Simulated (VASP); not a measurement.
```
GeSi
1.0
    3.21060     0.00000     0.00000
    0.00000     3.21060     0.00000
    0.00000     0.00000     3.21060
Ge Si
1 1
Direct
  0.00000   0.00000   0.00000
  0.50000   0.50000   0.50000
```

All values below come from r2SCAN meta-GGA, VASP's PBE PAW potentials (set 64) (plane waves; VASP). Numerical set-up: 400 eV cut-off, 13×13×13 Γ-centred mesh, tetrahedra with Blöchl corrections, potentials Ge_d Si.

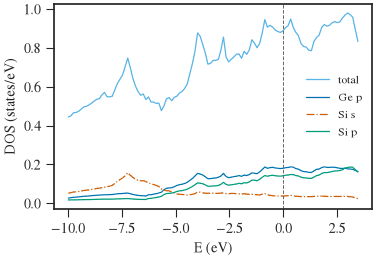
Total and projected density of states, zero at the Fermi level

Within 2 eV below the Fermi level the largest weight inside VASP's projection spheres is Ge p, then Si p.

It has no gap at this level: it comes out as a metal or semimetal.

The structure was generated: SiGe was put into the CsCl type (Pm-3m), which need not be its known phase. It was relaxed first, which changed the volume by +26 %. VASP warned that the highest band is occupied, so more bands are needed.
